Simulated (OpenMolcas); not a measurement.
# One shape, several levels: triplet C2H4GaN

Aim: a comparison of 4 runs (UB3LYP/6-31G*, UBHLYP/def2-SVP, UM06-2X/def2-SVP, UPBE/def2-SVP) of triplet C2H4GaN. 

Program for the calculation: OpenMolcas 26.06.

1 further run of the same task is left out (it didn't finish).

### 1 The system as given

The species is C2H4GaN (8 atoms), meant as a triplet with charge 0. As SMILES of the parent species, `N=C=[CH][GaH2]`. The shape is that of a PBE0-D4/def2-TZVP optimisation. That shape belongs to the parent species and isn't relaxed for this state.

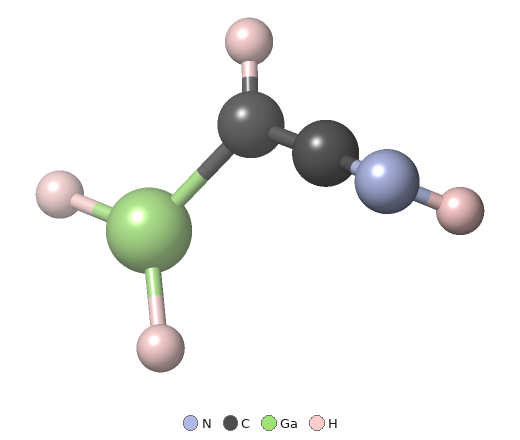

The structure, seen from a chosen angle (nitrogen light blue, carbon dark grey, gallium green, hydrogen pink).

### 2 The energy at UB3LYP/6-31G(d) (Cartesian functions) (run 1)

The input, run.input:

```
&gateway
baslib
$CurrDir
coord
8
angstrom
N        0.336900       2.061700      -0.854600
C        0.365600       1.114900      -0.096000
C        0.472300       0.025700       0.622800
Ga      -0.381300      -1.593600       0.007200
H       -0.411400       2.740600      -0.770200
H        1.040500       0.073900       1.545200
H       -0.231900      -2.886400       0.876300
H       -1.190600      -1.536800      -1.330700
basis
6-31Gs
group
NoSym
&seward
gridinput
Grid=UltraFine
End of Grid
&scf
uhf
spin
3
ksdft
B3LYP
thresholds
1e-10 1e-07 1e-07 1e-05
prorbitals
0
```

The basis set 6-31G* is read from a file made from the Basis Set Exchange's data (not shown).

On the command line:

```console
$ export MOLCAS_MEM=1860
$ pymolcas run.input > run.log
```

Log:

```text
--- Start Module: gateway ---
[...]
--- Stop Module: gateway /rc=_RC_ALL_IS_WELL_ ---
--- Start Module: seward ---
[...]
      Basis functions           88
--- Stop Module: seward /rc=_RC_ALL_IS_WELL_ ---
[...]
--- Start Module: scf ---
[...]
       Convergence after  27 Iterations
[...]
::    Total KS-DFT energy                           -2057.7972296196
[...]
      Total spin, S                                     1.0016971582
[...]
      Total electronic charge=   54.000000
      Total            charge=   -0.000000
[...]
      Dipole Moment (debye):
      Origin of the operator (angstrom)=   -0.1109   -0.6210   -0.0435
                   X=  6.4952E-01               Y=  4.2809E+00               Z=  1.3494E+00           Total=  4.5353E+00
      Quadrupole Moment (debye*angstrom):
[...]
--- Stop Module: scf /rc=_RC_ALL_IS_WELL_ ---
[...]
```

Wall time 80 s (1 thread of Intel Xeon Platinum 8259CL at 2.50GHz (Skylake/Cascade Lake), shared host); peak memory 0.48 GiB.

### 3 The energy at UBHLYP/def2-SVP (run 2)

The input, job.inp:

```
* C2H4GaN Kohn-Sham DFT
>>> EXPORT MOLCAS_PRINT=2
&GATEWAY
BASLIB=$CurrDir
COORD
8
bohr
N      0.63664873     3.89604835    -1.61495995
C      0.69088387     2.10685566    -0.18141371
C      0.89251765     0.04856596     1.17692143
Ga    -0.72055257    -3.01146755     0.01360603
H     -0.77743333     5.17898342    -1.45546706
H      1.96626003     0.13965076     2.92000481
H     -0.43822749    -5.45450549     1.65596700
H     -2.24990792    -2.90413111    -2.51465855
BASIS=def2-SVP
GROUP=NoSym
&SEWARD
GRIDINPUT
Grid=UltraFine
End of Grid
&SCF
UHF
SPIN=3
KSDFT=HYB_GGA_XC_BHANDHLYP
THRESHOLDS=1e-10 1e-07 1e-07 1e-05
PRORBITALS=1 2
```

The basis set def2-SVP is read from a file made from the Basis Set Exchange's data (not shown).

On the command line:

```console
$ export MOLCAS_MEM=1860
$ pymolcas job.inp > job.log
```

Log:

```text
--- Start Module: gateway ---
[...]
--- Stop Module: gateway /rc=_RC_ALL_IS_WELL_ ---
--- Start Module: seward ---
[...]
      Basis functions           94
--- Stop Module: seward /rc=_RC_ALL_IS_WELL_ ---
[...]
--- Start Module: scf ---
[...]
       Convergence after  26 Iterations
[...]
::    Total KS-DFT energy                           -2057.5595095127
[...]
      Total spin, S                                     1.0029205421
[...]
      Total electronic charge=   54.000000
      Total            charge=   -0.000000
[...]
      Dipole Moment (debye):
      Origin of the operator (angstrom)=   -0.1109   -0.6210   -0.0435
                   X=  5.2643E-01               Y=  3.8098E+00               Z=  1.3508E+00           Total=  4.0763E+00
      Quadrupole Moment (debye*angstrom):
[...]
--- Stop Module: scf /rc=_RC_ALL_IS_WELL_ ---
[...]
```

Run time: 91 s. Hardware: 1 thread of Intel Xeon Platinum 8259CL at 2.50GHz (Skylake/Cascade Lake), shared host; peak memory 0.52 GiB.

Run 3 isn't shown in full; the table further down has it.

### 4 The energy at UPBE/def2-SVP (run 4)

The input, run.input:

```
&GATEWAY
  BasLib=$CurrDir
  Coord
  8
  angstrom
  N        0.336900       2.061700      -0.854600
  C        0.365600       1.114900      -0.096000
  C        0.472300       0.025700       0.622800
  Ga      -0.381300      -1.593600       0.007200
  H       -0.411400       2.740600      -0.770200
  H        1.040500       0.073900       1.545200
  H       -0.231900      -2.886400       0.876300
  H       -1.190600      -1.536800      -1.330700
  Basis=def2-SVP
  Group=NoSym

&SEWARD
  GridInput
  Grid=UltraFine
  End of Grid

&SCF
  UHF
  Spin=3
  KSDFT=PBE
  Thresholds=1e-10 1e-07 1e-07 1e-05
  PrOrbitals=1 2
```

The basis set def2-SVP is read from a file made from the Basis Set Exchange's data (not shown).

On the command line:

```console
$ export MOLCAS_MEM=1860
$ pymolcas run.input > run.log
```

Log:

```text
--- Start Module: gateway ---
[...]
--- Stop Module: gateway /rc=_RC_ALL_IS_WELL_ ---
--- Start Module: seward ---
[...]
      Basis functions           94
--- Stop Module: seward /rc=_RC_ALL_IS_WELL_ ---
[...]
--- Start Module: scf ---
[...]
       Convergence after  31 Iterations
[...]
::    Total KS-DFT energy                           -2057.2218328943
[...]
      Total spin, S                                     1.0013867499
[...]
      Total electronic charge=   54.000000
      Total            charge=   -0.000000
[...]
      Dipole Moment (debye):
      Origin of the operator (angstrom)=   -0.1109   -0.6210   -0.0435
                   X=  6.7383E-01               Y=  4.2571E+00               Z=  1.0893E+00           Total=  4.4456E+00
      Quadrupole Moment (debye*angstrom):
[...]
--- Stop Module: scf /rc=_RC_ALL_IS_WELL_ ---
[...]
```

Wall time 1.7 min (1 thread of Intel Xeon Platinum 8259CL at 2.50GHz (Skylake/Cascade Lake), shared host); peak memory 0.52 GiB.

### 5 The series

| run | level | Cartesian functions | energy (Eh) | dipole moment (D) | HOMO energy (eV) | ⟨S²⟩ | wall time |
| --- | --- | --- | --- | --- | --- | --- | --- |
| 1 | UB3LYP/6-31G* (Cartesian functions) | yes | -2057.797230 | 4.54 | -3.16 | 2.005 | 80 s |
| 2 | UBHLYP/def2-SVP | no | -2057.559510 | 4.08 | -3.92 | 2.009 | 91 s |
| 3 | UM06-2X/def2-SVP | no | -2057.597696 | 4.87 | -4.10 | 2.008 | 1.9 min |
| 4 | UPBE/def2-SVP | no | -2057.221833 | 4.45 | -2.66 | 2.004 | 1.7 min |

### 6 Outcome

```
                                 quantity           value
                      run 4: total energy  -2057.22183 Eh
                     run 4: dipole moment          4.45 D
run 4: HOMO energy (highest over α and β)        -2.66 eV
                              run 4: ⟨S²⟩           2.004
```

In words: The dipole moment (its size) runs from 4.08 D (UBHLYP/def2-SVP) to 4.87 D (UM06-2X/def2-SVP). Totals of different functionals can't be ranked against each other. All runs together took 6.5 min, the longest 1.9 min.
